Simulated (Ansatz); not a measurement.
## Electronic structure of AlH3OS in real space

```yaml
atoms:
  - { symbol: Al, position_ang: [-0.3871, 0.2349, 0.8922] }
  - { symbol: S, position_ang: [1.1856, 0.2887, -1.0602] }
  - { symbol: H, position_ang: [0.9300, 1.2055, 0.4495] }
  - { symbol: O, position_ang: [-1.8475, -0.4846, 0.4211] }
  - { symbol: H, position_ang: [2.0958, -0.3195, -0.2827] }
  - { symbol: H, position_ang: [-1.9767, -0.9249, -0.4200] }
```

A transition-state structure; geometry: PBE0-D4/def2-TZVP.

Level of theory: RKS PBE0-D4/def2-TZVPP in Ansatz.

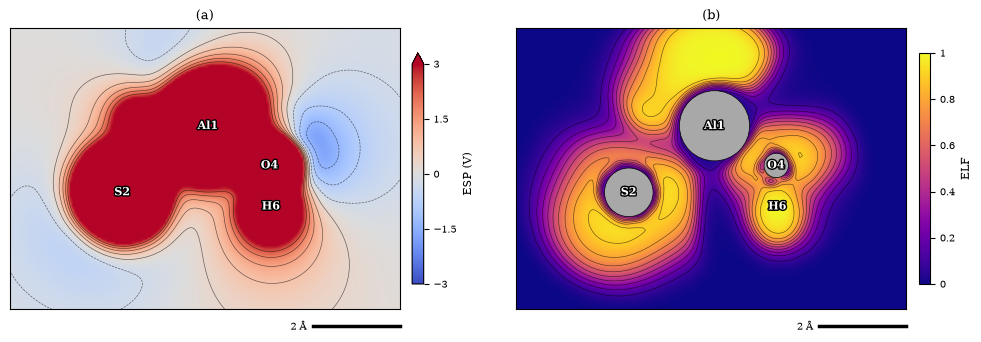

Figure 1. (a) electrostatic potential; (b) ELF on the plane of atoms S2, Al1 and O4. Grey discs cover the atomic cores in the ELF map.

Question: What do the fields say about this system?

Answer: Atoms in the plane: Al, S, O and H.
Al–O (1.69 Å): the ELF peaks at about 0.85 in the valence shell of O, 0.6 Å from its nucleus, and is about 0.45 at the midpoint.
Al–S (2.51 Å): the ELF peaks at about 0.85 in the valence shell of S, 0.9 Å from its nucleus, and is about 0.65 at the midpoint.
O–H (0.96 Å): the ELF climbs to about 1 towards the hydrogen, as it does in any bond to H; a covalent bond by its length.
The ELF also peaks beside S2 and O4, away from the bonds: lone-pair regions.
Outside the dense part of the molecule the potential is most negative (−1.7 V) near O4.

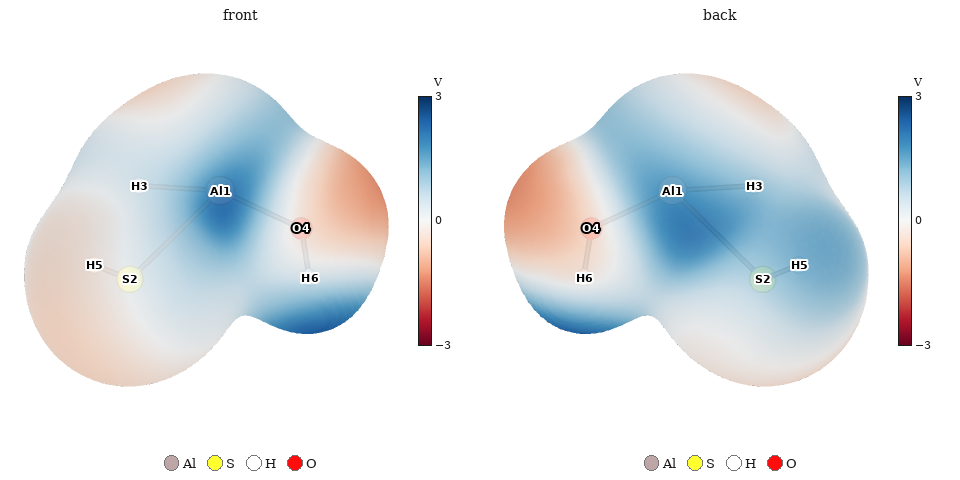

Figure 2. The molecular electrostatic potential painted on the density surface at 0.002 e/bohr³, seen from the front and from behind; red is negative and blue positive.

Question: Describe the electrostatic potential map.

Answer: The most negative region (about −1.3 V, or −30 kcal/mol for a unit charge) lies over O4, the most positive (about +2.4 V, or +55 kcal/mol for a unit charge) over H6. O4 is the likeliest acceptor of a hydrogen bond.

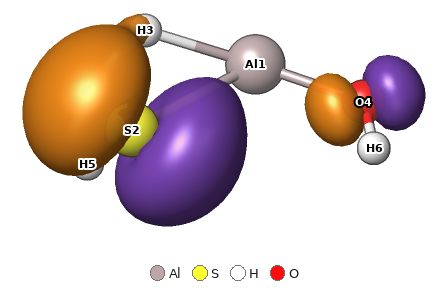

Figure 3. The HOMO−1 at ±0.15 Å⁻³ᐟ² (orange and purple are the two phases), seen at a tilt.

Question: Where does this orbital lie, and at what energy?

Answer: By Hirshfeld shares it lies mainly on S2 (about 75 %) and O4 (about 10 %); largely a lone pair of S2. Its energy is −8.09 eV.

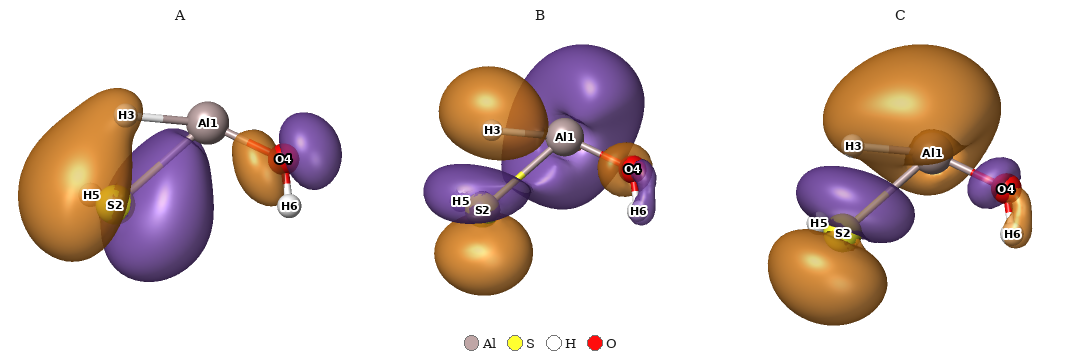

Figure 4. Three frontier orbitals at ±0.08 Å⁻³ᐟ² (orange and purple are the two phases), in no order.

Question: Order the three orbitals by energy and name them.

Answer: A is the HOMO−1 (−8.09 eV). By Hirshfeld shares it lies mainly on S2 (about 75 %) and O4 (about 10 %); largely a lone pair of S2. C is the HOMO (−5.87 eV). Its weight (Hirshfeld) is mainly on Al1 (about 50 %), S2 (about 40 %) and H3 (about 10 %). B is the LUMO (−2.23 eV). By Hirshfeld shares it lies mainly on Al1 (about 50 %), S2 (about 25 %) and H3 (about 15 %).

Question: What is the HOMO–LUMO gap?

Answer: 3.64 eV between the orbital energies.
